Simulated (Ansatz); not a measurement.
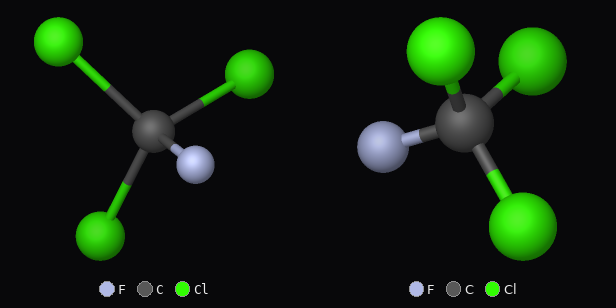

Two views of one molecule.

Question: Which formula does it have?

Answer: CCl₃F, 5 atoms: 1 carbon, 3 chlorine and 1 fluorine.

Question: Give the symmetry (Schoenflies symbol).

Answer: C3v.

Question: How many sets of symmetry-equivalent atoms are there?

Answer: 3: 1 F, 1 C, 3 Cl.

The parts below concern this one geometry. Atoms keep their numbers from picture to picture. The computed structure is the end point of a PBE0-D4/def2-TZVP optimisation.

### Geometry

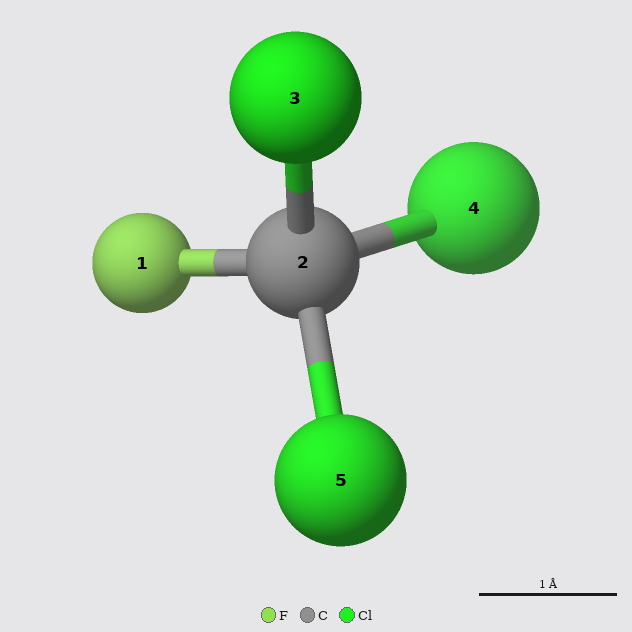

The atoms are numbered.

Estimate the angles F1–C2–Cl3, Cl3–C2–Cl4.

```tsv
angle	degrees
F1–C2–Cl3	108.5
Cl3–C2–Cl4	110.4
```

### Vibrations

Harmonic vibrations computed with RKS PBE0-D4/def2-TZVP (Ansatz 0.2.0) at a stationary point of the same level.

Question: How many vibrational modes are there, and where do they lie?

Answer: 9 modes: 244, 244, 353, 402, 402, 545, 844, 844, 1120 cm⁻¹.

### Levels of theory compared

Program: Ansatz 0.2.0.

At this fixed geometry, give HOMO–LUMO gap (eV), HOMO energy (eV), vertical IP (eV) at these levels: B3LYP-D4/def2-TZVPP; PBE-D4/def2-TZVPP; PBE0-D4/def2-TZVPP; r2SCAN-D4/def2-TZVPP; ωB97M-V/def2-TZVPP; ωB97X-V/def2-TZVPP.

```json
{"level": "B3LYP-D4/def2-TZVPP", "HOMO–LUMO gap (eV)": "7.40", "HOMO energy (eV)": "−8.83", "vertical IP (eV)": "11.26"}
{"level": "PBE-D4/def2-TZVPP", "HOMO–LUMO gap (eV)": "5.41", "HOMO energy (eV)": "−7.64", "vertical IP (eV)": "10.80"}
{"level": "PBE0-D4/def2-TZVPP", "HOMO–LUMO gap (eV)": "7.96", "HOMO energy (eV)": "−9.12", "vertical IP (eV)": "11.34"}
{"level": "r2SCAN-D4/def2-TZVPP", "HOMO–LUMO gap (eV)": "5.89", "HOMO energy (eV)": "−8.02", "vertical IP (eV)": "11.08"}
{"level": "ωB97M-V/def2-TZVPP", "HOMO–LUMO gap (eV)": "12.51", "HOMO energy (eV)": "−11.38", "vertical IP (eV)": "11.66"}
{"level": "ωB97X-V/def2-TZVPP", "HOMO–LUMO gap (eV)": "12.80", "HOMO energy (eV)": "−11.57", "vertical IP (eV)": "11.77"}
```

### Charges

The questions are on Mulliken charges. Level of theory: RKS PBE-D4/def2-TZVPP (Ansatz 0.2.0).

Give the Mulliken charges atom by atom.

| atom | value (e) |
| --- | --- |
| F1 | −0.08 |
| C2 | 0.18 |
| Cl3 | −0.03 |
| Cl4 | −0.03 |
| Cl5 | −0.03 |

Mulliken values depend strongly on the basis set and can even reverse the polarity of a bond.
